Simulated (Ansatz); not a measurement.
Base system: MgSe in the rock salt structure (space group Fm-3m, No. 225; a = 5.472 Å). Axes: x, y, z lie along the cube axes.

One thing is altered: the cell is compressed by 1.15 % along z with no lateral relaxation; the atoms relax in the strained cell.

Calculations: r2SCAN, PAW, 500 eV (Ansatz, a program for electronic structure; spin-orbit coupling left out).

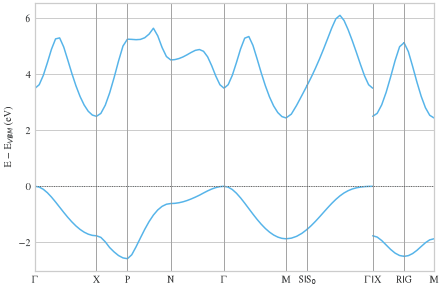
Figure. Highest valence and lowest conduction band along the path of the changed cell's own zone

The gap is 2.44 eV, indirect, Γ → M; the base has 2.48 eV.

No phonon test of stability was made. k-point labels follow each cell's own Brillouin zone.
